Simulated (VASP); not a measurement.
# B2SbN: structure and properties in VASP, part 4 of 5

What structure does B2SbN take at this level, and what are its properties? The cell is invented: it takes the structure of COD entry 9008833, BAs (space group 216 there), with some of its atoms replaced by other elements, volume scaled by an estimate. It may not be a known or stable phase. Left out of this account: 1 further run (relaxation: it shows nothing beyond the runs told).

VASP 6.6.1, plane waves and PAW; the level of theory is named at each step.

Still holding for the runs below: The k-mesh is coarse for a metal.

So far. Step 6 (Density of states (optB86b-vdW)): The finer mesh and the other smearing move the Fermi level by -0.02 eV from the 7×7×5 run, a small shift, which tests the Fermi level alone. Of the states within 0.3 eV of the Fermi level, the largest shares in the PAW spheres are B p 28 % and Sb p 16 %. The rest lies in smaller channels or between the spheres. Step 7 (Volume scan with optB86b-vdW): The pressure here is 11.75 GPa.

## (8) Volume scan with optB86b-vdW (run 2)

Level of this step: optB86b-vdW; plane waves and PAW (Sb, N, B); invented cell (VASP).

Input file INCAR:

```
SYSTEM = B2SbN
PREC = Accurate
ENCUT = 520
EDIFF = 1E-06
NELM = 100
ISMEAR = 0
SIGMA = 0.05
LREAL = .FALSE.
ALGO = Normal
GGA = MK
AGGAC = 0
LUSE_VDW = .TRUE.
PARAM1 = 0.1234
PARAM2 = 1
LASPH = .TRUE.
NBANDS = 14
LORBIT = 11
LWAVE = .FALSE.
LCHARG = .FALSE.
KPAR = 2
ISIF = 2
```

Input file POSCAR:

```
B2SbN
1.0
    3.1079495152      0.0000000000      0.0000000000
    0.0000000000      3.1079495152      0.0000000000
    0.0000000000      0.0000000000      4.5719564190
Sb N B
1 1 2
Direct
    0.5000000000      0.5000000000      0.0000000000
    0.0000000000      0.0000000000      0.5000000000
    0.0000000000      0.5000000000      0.3269467459
    0.5000000000      0.0000000000      0.6730532541
```

Input file KPOINTS:

```
Automatic mesh
0
Gamma
7 7 5
0 0 0
```

The projector-augmented-wave data sets are Sb, N and B (PBE family, release 64).

Started as:

```console
$ mpirun -np 2 vasp_std
```

What it wrote:

```text
[... set-up lines as in an earlier step ...]
 entering main loop
       N       E                     dE             d eps       ncg     rms          rms(c)
DAV:   1     0.648806825635E+02    0.64881E+02   -0.66984E+03   840   0.100E+03
DAV:   2    -0.149608621954E+02   -0.79842E+02   -0.72618E+02  1128   0.191E+02
DAV:   3    -0.197176472817E+02   -0.47568E+01   -0.46579E+01  1056   0.514E+01
DAV:   4    -0.197773838817E+02   -0.59737E-01   -0.59680E-01   978   0.624E+00
DAV:   5    -0.197783950599E+02   -0.10112E-02   -0.10110E-02  1074   0.785E-01    0.790E+00
DAV:   6    -0.187993167320E+02    0.97908E+00   -0.14630E+00  1102   0.108E+01    0.454E+00
DAV:   7    -0.186840217569E+02    0.11529E+00   -0.38456E-01   936   0.487E+00    0.188E+00
DAV:   8    -0.186682989306E+02    0.15723E-01   -0.50359E-02  1098   0.160E+00    0.594E-01
DAV:   9    -0.186685380470E+02   -0.23912E-03   -0.51714E-03  1026   0.689E-01    0.179E-01
DAV:  10    -0.186685704652E+02   -0.32418E-04   -0.78126E-04  1086   0.262E-01    0.542E-02
DAV:  11    -0.186686100422E+02   -0.39577E-04   -0.19583E-04   930   0.112E-01    0.249E-02
DAV:  12    -0.186686050793E+02    0.49629E-05   -0.20001E-05  1108   0.406E-02    0.994E-03
DAV:  13    -0.186686069709E+02   -0.18916E-05   -0.50821E-06   894   0.194E-02    0.384E-03
DAV:  14    -0.186686069606E+02    0.10286E-07   -0.60284E-08   534   0.214E-03
   1 F= -.18668607E+02 E0= -.18668200E+02  d E =-.813246E-03
```

The job ended after 30 s (2 MPI ranks of Intel Xeon Platinum 8375C at 2.90GHz (Ice Lake), shared host; peak memory 0.61 GiB; 56 s of CPU time).

OUTCAR, selected parts (step 8):

```text
   ENCUT  =  520.0 eV  38.22 Ry    6.18 a.u.   5.78  5.78  8.50*2*pi/ulx,y,z

   NELECT =      16.0000    total number of electrons

 E-fermi :   9.7090

 k-point     1 :       0.0000    0.0000    0.0000
  band No.  band energies     occupation
    ...
      3      -0.1673      2.00000
      4       2.8688      2.00000
      5       2.8688      2.00000
      6       8.1106      2.00000
      7       8.6984      2.00000
      8      10.1138      0.00000
      9      10.1138      0.00000
     10      11.1983      0.00000
     11      13.3754      0.00000
     12      13.3754      0.00000
    ...

Total vdW correction in eV:      2.0990196

  Total        1.9525114      1.9525114      2.2245652      0.0000000      0.0000000      0.0000000
  in kB       70.8360236     70.8360236     80.7059813      0.0000000      0.0000000      0.0000000
  external PRESSURE =      74.1260095 kB  Pullay stress =       0.0000000 kB

 POSITION                                       TOTAL-FORCE (eV/Angst)
 -----------------------------------------------------------------------------------
      1.55397      1.55397      0.00000         0.000000      0.000000      0.000000
      0.00000      0.00000      2.28598        -0.000000      0.000000      0.000000
      0.00000      1.55397      1.49479        -0.000000      0.000000      0.284472
      1.55397      0.00000      3.07717        -0.000000     -0.000000     -0.284472
 -----------------------------------------------------------------------------------
    total drift:                               -0.000000     -0.000000      0.000000

  FREE ENERGIE OF THE ION-ELECTRON SYSTEM (eV)
  ---------------------------------------------------
  free  energy   TOTEN  =       -18.6686069606 eV

  energy  without entropy=      -18.6677937141  energy(sigma->0) =      -18.66820034

Total vdW correction in eV:      2.0990332

[... 4 parts as in an earlier step ...]

[... 12 further parts left out ...]
```

Numbers from this step:

```
free energy (TOTEN)     : -18.67 eV
energy at zero smearing : -18.67 eV
Fermi energy            : 9.709 eV
pressure                : 7.413 GPa
```

Force by atom:

```tsv
atom	x (eV/Å)	y (eV/Å)	z (eV/Å)	size
Sb1	0.000	0.000	0.000	0.000
N2	0.000	0.000	0.000	0.000
B3	0.000	0.000	0.284	0.284
B4	0.000	0.000	-0.284	0.284
```

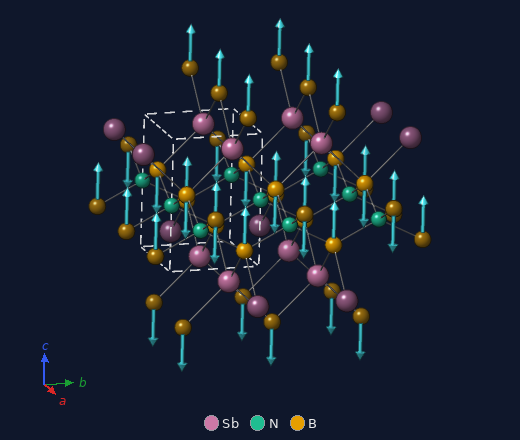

Force as arrows, the longest 0.284 eV/Å. 2×2×1 cells are drawn. Some periodic images of atoms are drawn too.

The pressure falls from 11.75 to 7.41 GPa.

## (9) Volume scan with optB86b-vdW (run 3)

INCAR is that of step 8.

Input file POSCAR:

```
B2SbN
1.0
    3.1293843271      0.0000000000      0.0000000000
    0.0000000000      3.1293843271      0.0000000000
    0.0000000000      0.0000000000      4.6034881494
Sb N B
1 1 2
Direct
    0.5000000000      0.5000000000      0.0000000000
    0.0000000000      0.0000000000      0.5000000000
    0.0000000000      0.5000000000      0.3269467459
    0.5000000000      0.0000000000      0.6730532541
```

KPOINTS is that of step 8.

Started as:

```console
$ mpirun -np 2 vasp_std
```

What it wrote:

```text
[... set-up lines as in an earlier step ...]
 entering main loop
       N       E                     dE             d eps       ncg     rms          rms(c)
DAV:   1     0.702012783985E+02    0.70201E+02   -0.68299E+03   840   0.101E+03
DAV:   2    -0.145422636854E+02   -0.84744E+02   -0.77829E+02  1202   0.191E+02
DAV:   3    -0.196987480016E+02   -0.51565E+01   -0.50798E+01  1020   0.530E+01
DAV:   4    -0.197613480338E+02   -0.62600E-01   -0.62525E-01  1052   0.643E+00
[...]
DAV:  12    -0.187002418280E+02    0.57289E-05   -0.19548E-05  1118   0.400E-02    0.111E-02
DAV:  13    -0.187002438506E+02   -0.20226E-05   -0.58760E-06   888   0.199E-02    0.364E-03
DAV:  14    -0.187002438447E+02    0.59092E-08   -0.69632E-08   498   0.213E-03
   1 F= -.18700244E+02 E0= -.18699839E+02  d E =-.810311E-03
```

It took 34 s on 2 MPI ranks; peak memory 0.61 GiB; 62 s of CPU time.

From OUTCAR (step 9):

```text
  Total        0.9506818      0.9506818      1.0629544      0.0000000     -0.0000000     -0.0000000
  in kB       33.7863234     33.7863234     37.7763829      0.0000000     -0.0000000     -0.0000000
  external PRESSURE =      35.1163432 kB  Pullay stress =       0.0000000 kB

 POSITION                                       TOTAL-FORCE (eV/Angst)
 -----------------------------------------------------------------------------------
      1.56469      1.56469      0.00000         0.000000     -0.000000      0.000000
      0.00000      0.00000      2.30174         0.000000      0.000000      0.000000
      0.00000      1.56469      1.50510        -0.000000     -0.000000      0.137441
      1.56469      0.00000      3.09839        -0.000000      0.000000     -0.137441
 -----------------------------------------------------------------------------------
    total drift:                               -0.000000     -0.000000      0.000000

  FREE ENERGIE OF THE ION-ELECTRON SYSTEM (eV)
  ---------------------------------------------------
  free  energy   TOTEN  =       -18.7002438447 eV

  energy  without entropy=      -18.6994335341  energy(sigma->0) =      -18.69983869

[... 1 part as in an earlier step ...]

[... 2 further parts left out ...]
[key lines of the parts left out:]
E-fermi :   9.4255
```

The pressure falls from 7.41 to 3.51 GPa.

The run ends at a pressure of 3.51 GPa, with forces up to 0.14 eV/Å.

## (10) Volume scan with optB86b-vdW (run 4)

INCAR is that of step 9.

Input file POSCAR:

```
B2SbN
1.0
    3.1505294572      0.0000000000      0.0000000000
    0.0000000000      3.1505294572      0.0000000000
    0.0000000000      0.0000000000      4.6345937426
Sb N B
1 1 2
Direct
    0.5000000000      0.5000000000      0.0000000000
    0.0000000000      0.0000000000      0.5000000000
    0.0000000000      0.5000000000      0.3269467459
    0.5000000000      0.0000000000      0.6730532541
```

KPOINTS is that of step 9.

Started as:

```console
$ mpirun -np 2 vasp_std
```

What it wrote:

```text
[... set-up lines as in an earlier step ...]
 entering main loop
       N       E                     dE             d eps       ncg     rms          rms(c)
DAV:   1     0.701142156710E+02    0.70114E+02   -0.67458E+03   840   0.101E+03
DAV:   2    -0.145005281617E+02   -0.84615E+02   -0.77879E+02  1204   0.192E+02
DAV:   3    -0.196590728927E+02   -0.51585E+01   -0.50546E+01  1080   0.524E+01
[... 1 cycle as in an earlier step ...]
DAV:   5    -0.197285206593E+02   -0.10404E-02   -0.10401E-02  1098   0.804E-01    0.755E+00
DAV:   6    -0.188252353922E+02    0.90329E+00   -0.14403E+00  1120   0.107E+01    0.432E+00
DAV:   7    -0.187260802548E+02    0.99155E-01   -0.36408E-01   954   0.478E+00    0.186E+00
DAV:   8    -0.187103469354E+02    0.15733E-01   -0.56675E-02  1086   0.167E+00    0.586E-01
[...]
DAV:  12    -0.187106036374E+02    0.62048E-05   -0.19812E-05  1112   0.401E-02    0.116E-02
DAV:  13    -0.187106057131E+02   -0.20757E-05   -0.65170E-06   894   0.206E-02    0.351E-03
DAV:  14    -0.187106057093E+02    0.38572E-08   -0.76853E-08   522   0.227E-03
   1 F= -.18710606E+02 E0= -.18710222E+02  d E =-.767642E-03
```

Wall time 29 s (2 MPI ranks); peak memory 0.62 GiB.

Parts of OUTCAR (step 10):

```text
  Total        0.0124462      0.0124462     -0.0254945      0.0000000      0.0000000      0.0000000
  in kB        0.4334802      0.4334802     -0.8879306      0.0000000      0.0000000      0.0000000
  external PRESSURE =      -0.0069900 kB  Pullay stress =       0.0000000 kB

 POSITION                                       TOTAL-FORCE (eV/Angst)
 -----------------------------------------------------------------------------------
      1.57526      1.57526      0.00000         0.000000      0.000000      0.000000
      0.00000      0.00000      2.31730         0.000000      0.000000      0.000000
      0.00000      1.57526      1.51527        -0.000000      0.000000      0.001039
      1.57526      0.00000      3.11933        -0.000000      0.000000     -0.001039
 -----------------------------------------------------------------------------------
    total drift:                               -0.000000     -0.000000     -0.000000

[... 4 parts as in an earlier step ...]

[... 1 further part left out ...]
[key lines of the parts left out:]
E-fermi :   9.1523
```

The pressure falls from 3.51 to 0.00 GPa.

The run ends at a pressure of 0.00 GPa, with forces up to 0.0010 eV/Å.

## (11) Volume scan with optB86b-vdW (run 5)

INCAR is that of step 10.

Input file POSCAR:

```
B2SbN
1.0
    3.1713944988      0.0000000000      0.0000000000
    0.0000000000      3.1713944988      0.0000000000
    0.0000000000      0.0000000000      4.6652873109
Sb N B
1 1 2
Direct
    0.5000000000      0.5000000000      0.0000000000
    0.0000000000      0.0000000000      0.5000000000
    0.0000000000      0.5000000000      0.3269467459
    0.5000000000      0.0000000000      0.6730532541
```

KPOINTS is that of step 10.

Started as:

```console
$ mpirun -np 2 vasp_std
```

What it wrote:

```text
[... set-up lines as in an earlier step ...]
 entering main loop
       N       E                     dE             d eps       ncg     rms          rms(c)
DAV:   1     0.683532138900E+02    0.68353E+02   -0.68492E+03   840   0.101E+03
DAV:   2    -0.144296655887E+02   -0.82783E+02   -0.75945E+02  1188   0.191E+02
DAV:   3    -0.196124929564E+02   -0.51828E+01   -0.51091E+01  1050   0.532E+01
DAV:   4    -0.196777119102E+02   -0.65219E-01   -0.65149E-01  1002   0.656E+00
[...]
DAV:  12    -0.187018224092E+02    0.64772E-05   -0.20333E-05  1118   0.406E-02    0.116E-02
DAV:  13    -0.187018245401E+02   -0.21309E-05   -0.69353E-06   906   0.210E-02    0.343E-03
DAV:  14    -0.187018245389E+02    0.11995E-08   -0.81755E-08   528   0.238E-03
   1 F= -.18701825E+02 E0= -.18701473E+02  d E =-.703647E-03
```

Run time: 28 s. Hardware: 2 MPI ranks; peak memory 0.61 GiB; 51 s of CPU time.

From OUTCAR (step 11):

```text
  Total       -0.8664981     -0.8664981     -1.0449548      0.0000000      0.0000000      0.0000000
  in kB      -29.5868855    -29.5868855    -35.6803545      0.0000000      0.0000000      0.0000000
  external PRESSURE =     -31.6180419 kB  Pullay stress =       0.0000000 kB

 POSITION                                       TOTAL-FORCE (eV/Angst)
 -----------------------------------------------------------------------------------
      1.58570      1.58570      0.00000         0.000000     -0.000000      0.000000
      0.00000      0.00000      2.33264         0.000000      0.000000      0.000000
      0.00000      1.58570      1.52530         0.000000     -0.000000     -0.125010
      1.58570      0.00000      3.13999         0.000000     -0.000000      0.125010
 -----------------------------------------------------------------------------------
    total drift:                               -0.000000     -0.000000      0.000000

  FREE ENERGIE OF THE ION-ELECTRON SYSTEM (eV)
  ---------------------------------------------------
  free  energy   TOTEN  =       -18.7018245389 eV

  energy  without entropy=      -18.7011208914  energy(sigma->0) =      -18.70147272

[... 1 part as in an earlier step ...]

[... 2 further parts left out ...]
[key lines of the parts left out:]
E-fermi :   8.8885
```

The pressure falls from 0.00 to -3.16 GPa.

The run ends at a pressure of -3.16 GPa, with forces up to 0.13 eV/Å.

## (12) Volume scan with optB86b-vdW (run 6)

INCAR is that of step 11.

Input file POSCAR:

```
B2SbN
1.0
    3.1919885466      0.0000000000      0.0000000000
    0.0000000000      3.1919885466      0.0000000000
    0.0000000000      0.0000000000      4.6955822332
Sb N B
1 1 2
Direct
    0.5000000000      0.5000000000      0.0000000000
    0.0000000000      0.0000000000      0.5000000000
    0.0000000000      0.5000000000      0.3269467459
    0.5000000000      0.0000000000      0.6730532541
```

KPOINTS is that of step 11.

Started as:

```console
$ mpirun -np 2 vasp_std
```

What it wrote:

```text
[... set-up lines as in an earlier step ...]
 entering main loop
       N       E                     dE             d eps       ncg     rms          rms(c)
DAV:   1     0.692383214949E+02    0.69238E+02   -0.68382E+03   840   0.101E+03
DAV:   2    -0.143143620770E+02   -0.83553E+02   -0.75685E+02  1182   0.189E+02
DAV:   3    -0.195482215158E+02   -0.52339E+01   -0.51528E+01  1062   0.530E+01
DAV:   4    -0.196139340217E+02   -0.65713E-01   -0.65665E-01   972   0.659E+00
[...]
DAV:  12    -0.186757990373E+02    0.66934E-05   -0.20470E-05  1136   0.405E-02    0.119E-02
DAV:  13    -0.186758012081E+02   -0.21708E-05   -0.75370E-06   882   0.216E-02    0.331E-03
DAV:  14    -0.186758012046E+02    0.35477E-08   -0.90430E-08   522   0.263E-03
   1 F= -.18675801E+02 E0= -.18675470E+02  d E =-.663070E-03
```

It took 29 s on 2 MPI ranks; peak memory 0.61 GiB.

OUTCAR, selected parts (step 12):

```text
  Total       -1.6905018     -1.6905018     -1.9984661      0.0000000      0.0000000      0.0000000
  in kB      -56.6127323    -56.6127323    -66.9260601      0.0000000      0.0000000      0.0000000
  external PRESSURE =     -60.0505082 kB  Pullay stress =       0.0000000 kB

 POSITION                                       TOTAL-FORCE (eV/Angst)
 -----------------------------------------------------------------------------------
      1.59599      1.59599      0.00000         0.000000      0.000000      0.000000
      0.00000      0.00000      2.34779        -0.000000      0.000000      0.000000
      0.00000      1.59599      1.53521        -0.000000     -0.000000     -0.240748
      1.59599      0.00000      3.16038        -0.000000      0.000000      0.240748
 -----------------------------------------------------------------------------------
    total drift:                               -0.000000     -0.000000      0.000000

  FREE ENERGIE OF THE ION-ELECTRON SYSTEM (eV)
  ---------------------------------------------------
  free  energy   TOTEN  =       -18.6758012046 eV

  energy  without entropy=      -18.6751381345  energy(sigma->0) =      -18.67546967

[... 1 part as in an earlier step ...]

[... 2 further parts left out ...]
[key lines of the parts left out:]
E-fermi :   8.6328
```

The pressure falls from -3.16 to -6.01 GPa.

The run ends at a pressure of -6.01 GPa, with forces up to 0.24 eV/Å.

## (13) Volume scan with optB86b-vdW (run 7)

A prediction first. A parabola through the 6 pressures of evenly scaled cells so far, P = -0.01 -167.1 t +368 t² GPa with t = ln(V/V₁) and V₁ the volume at scale 1, gives -8.50 GPa at t = +0.0583.

INCAR is that of step 12.

Input file POSCAR:

```
B2SbN
1.0
    3.2123202320      0.0000000000      0.0000000000
    0.0000000000      3.2123202320      0.0000000000
    0.0000000000      0.0000000000      4.7254912067
Sb N B
1 1 2
Direct
    0.5000000000      0.5000000000      0.0000000000
    0.0000000000      0.0000000000      0.5000000000
    0.0000000000      0.5000000000      0.3269467459
    0.5000000000      0.0000000000      0.6730532541
```

KPOINTS is that of step 12.

Started as:

```console
$ mpirun -np 2 vasp_std
```

What it wrote:

```text
[... set-up lines as in an earlier step ...]
 entering main loop
       N       E                     dE             d eps       ncg     rms          rms(c)
DAV:   1     0.616795469192E+02    0.61680E+02   -0.65381E+03   840   0.990E+02
DAV:   2    -0.147315371696E+02   -0.76411E+02   -0.70470E+02  1194   0.185E+02
DAV:   3    -0.194790742998E+02   -0.47475E+01   -0.46782E+01  1032   0.508E+01
DAV:   4    -0.195383458409E+02   -0.59272E-01   -0.59208E-01  1008   0.624E+00
[...]
DAV:  12    -0.186342951860E+02    0.62089E-05   -0.18781E-05  1116   0.377E-02    0.133E-02
DAV:  13    -0.186342971784E+02   -0.19924E-05   -0.87612E-06   912   0.226E-02    0.299E-03
DAV:  14    -0.186342971576E+02    0.20769E-07   -0.14507E-07   504   0.380E-03
   1 F= -.18634297E+02 E0= -.18633903E+02  d E =-.788742E-03
```

Run time: 31 s. Hardware: 2 MPI ranks; peak memory 0.61 GiB.

From OUTCAR (step 13):

```text
  Total       -2.4630012     -2.4630012     -2.8811747      0.0000000     -0.0000000      0.0000000
  in kB      -80.9264676    -80.9264676    -94.6663314      0.0000000     -0.0000000      0.0000000
  external PRESSURE =     -85.5064222 kB  Pullay stress =       0.0000000 kB

 POSITION                                       TOTAL-FORCE (eV/Angst)
 -----------------------------------------------------------------------------------
      1.60616      1.60616      0.00000         0.000000      0.000000     -0.000000
      0.00000      0.00000      2.36275         0.000000     -0.000000     -0.000000
      0.00000      1.60616      1.54498         0.000000     -0.000000     -0.343769
      1.60616      0.00000      3.18051         0.000000      0.000000      0.343769
 -----------------------------------------------------------------------------------
    total drift:                               -0.000000     -0.000000      0.000000

  FREE ENERGIE OF THE ION-ELECTRON SYSTEM (eV)
  ---------------------------------------------------
  free  energy   TOTEN  =       -18.6342971576 eV

  energy  without entropy=      -18.6335084159  energy(sigma->0) =      -18.63390279

[... 1 part as in an earlier step ...]

[... 2 further parts left out ...]
[key lines of the parts left out:]
E-fermi :   8.3813
```

The pressure falls from -6.01 to -8.55 GPa. The parabola predicted -8.50 GPa, +0.05 GPa off.

## (14) Comparing the runs

Times are for 2 MPI ranks of Intel Xeon Platinum 8375C at 2.90GHz (Ice Lake), shared host. Results by setting:

```tsv
no.	volume scale	energy above the lowest point (meV/atom)	pressure (GPa)	time	memory (GiB)
1	0.94	24.32	11.75	32 s	0.62
2	0.96	10.51	7.413	30 s	0.61
3	0.98	2.6	3.512	34 s	0.61
4	1	0	-6.99e-4	29 s	0.62
5	1.02	2.19	-3.162	28 s	0.61
6	1.04	8.69	-6.005	29 s	0.61
7	1.06	19.08	-8.551	31 s	0.61
```

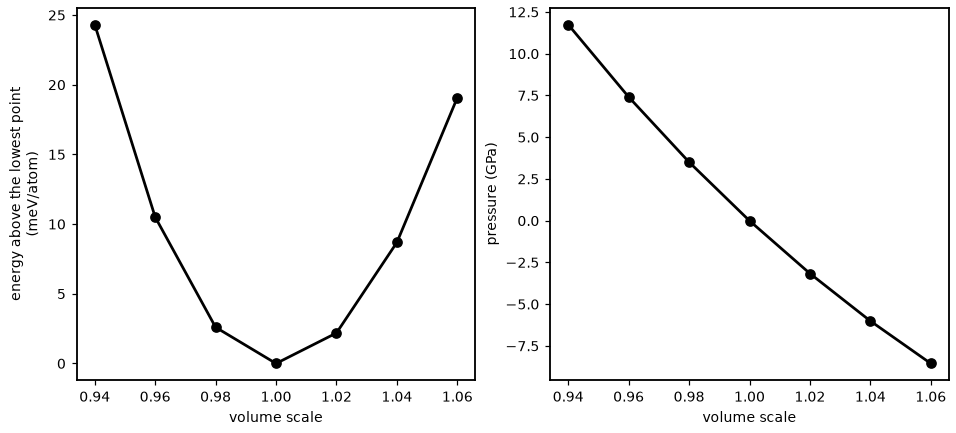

The series as plots.

(Part 4 of 5 ends here.)

[Lines on the potential files, build, host, timing and source positions are cut from VASP's logs without a mark.]

[Logs are printed without paths, hosts, clocks, repeated set-up lines and the standing remarks that a program may print on its own settings, such as how far it seeks lower states.]

[Hosts, paths, dates, database ids (printed as entryN), source tags and the programs' standing remarks are cut or masked in the printed files.]

[A measured line is paired with the nearest computed mode of its activity, which favours agreement.]
